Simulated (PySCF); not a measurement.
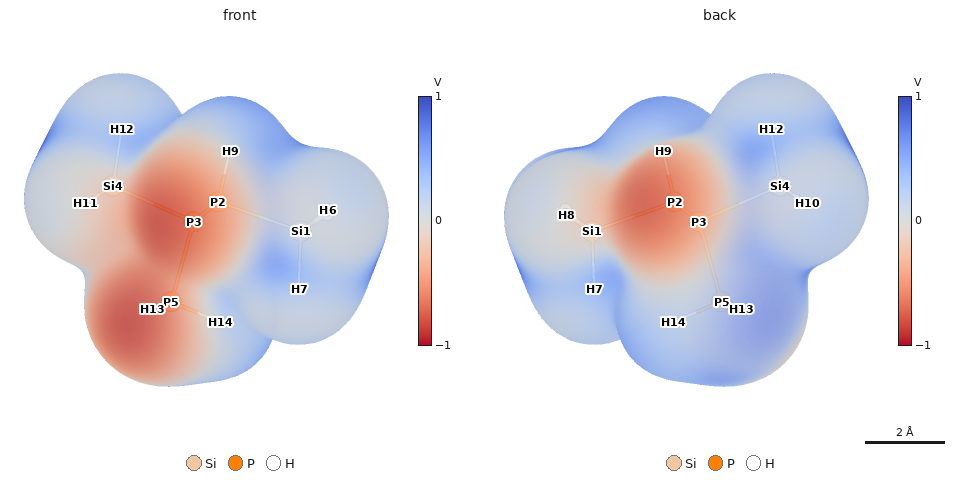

The picture shows: H$_{9}$P$_{3}$Si$_{2}$ (SMILES [SiH3]PP([SiH3])P). The electrostatic potential painted on the density surface at 0.001 e/bohr³, seen from the front and from behind; the colour scale runs from red (negative) to blue (positive).

Geometry: GFN2-xTB.

Method: wB97X-D/def2-SVPD, SCF density, gas phase in PySCF.

The calculation's input:

```
{"job": {"kind": "uv", "xc": "wB97X-D", "basis": "def2-SVPD", "nstates": 8, "ntriplets": 3}, "charge": 0, "multiplicity": 1}
Si     2.648580    -0.222127     0.562177
P      0.969593     1.000633    -0.292469
P     -0.529890    -0.560831    -0.332596
Si    -2.149718     0.639018    -1.348259
P     -1.229098    -0.316348     1.694801
H      3.847769     0.593593     0.365905
H      2.359034    -0.410112     1.989798
H      2.788462    -1.528939    -0.089028
H      1.316970     0.793854    -1.618489
H     -3.354721    -0.191574    -1.260888
H     -2.348950     1.934615    -0.694439
H     -1.696194     0.799417    -2.731923
H     -2.251502    -1.244121     1.520965
H     -0.371014    -1.287550     2.212278
```

Command:

```sh
OMP_NUM_THREADS=1 python probes_run.py task.json out
```

Q: Describe the electrostatic potential map.

A: The most negative region (about −0.8 V) lies over P2 and P5, the most positive (about +0.8 V) over Si1 and Si4.
